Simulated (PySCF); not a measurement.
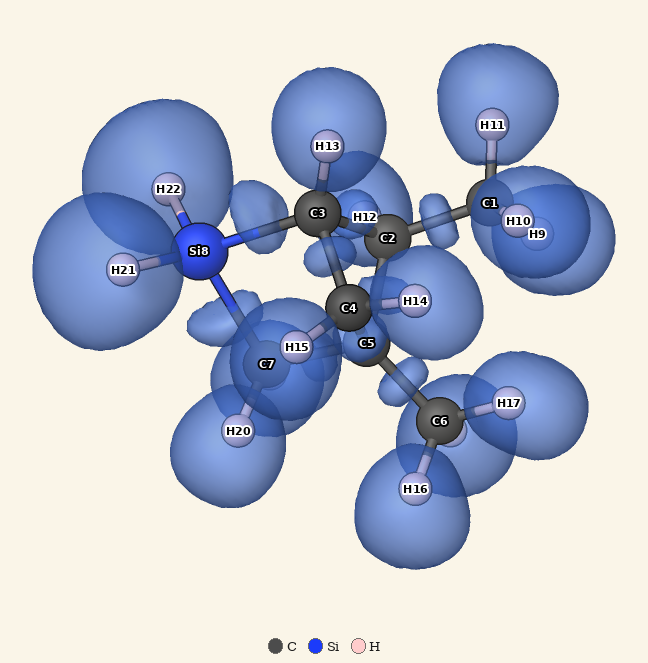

Figure. C₇H₁₄Si. Isosurface of the ELF at 0.85 (blue), seen across its widest extent. Only the valence region is drawn (cores and ρ < 0.01 e/Å³ removed).

Geometry: GFN2-xTB.

Level of theory: PBE0/pcSseg-1, SCF density, gas phase, non-relativistic (PySCF 2.14.0).

```xyz
22

C     2.0613   -0.8563    0.1109
C     0.8803   -0.0925   -0.4635
C     0.6636    1.3212    0.1224
C    -0.2021    0.6602    1.2094
C    -0.5114   -0.3947    0.1366
C    -0.8839   -1.8035    0.5468
C    -1.5151    0.2689   -0.8150
Si   -0.6818    1.9756   -1.0486
H     2.0324   -1.8964   -0.2103
H     2.0714   -0.8325    1.1972
H     2.9919   -0.4165   -0.2450
H     0.9300   -0.1610   -1.5554
H     1.5324    1.9009    0.4219
H     0.3810    0.2647    2.0393
H    -1.0460    1.2229    1.6088
H    -1.8571   -1.8078    1.0360
H    -0.1520   -2.2133    1.2394
H    -0.9349   -2.4524   -0.3264
H    -1.6167   -0.3088   -1.7341
H    -2.5029    0.3162   -0.3559
H    -1.4503    3.0967   -0.5085
H    -0.2004    2.2277   -2.4070
```

Q: Identify the bonds, lone pairs and shells in this picture.

A: At this value the surface marks out seven regions between bonded C–C atoms (shared pairs), two regions between bonded C–Si atoms (shared pairs) and 14 regions around hydrogen nuclei. Along the contacts the grid gives the following. C–C (1.51 Å): the ELF peaks at about 0.95 between the atoms: localised, covalent bonding. C–Si (1.90 Å): the ELF peaks at about 0.95 between the atoms (a covalent bond).
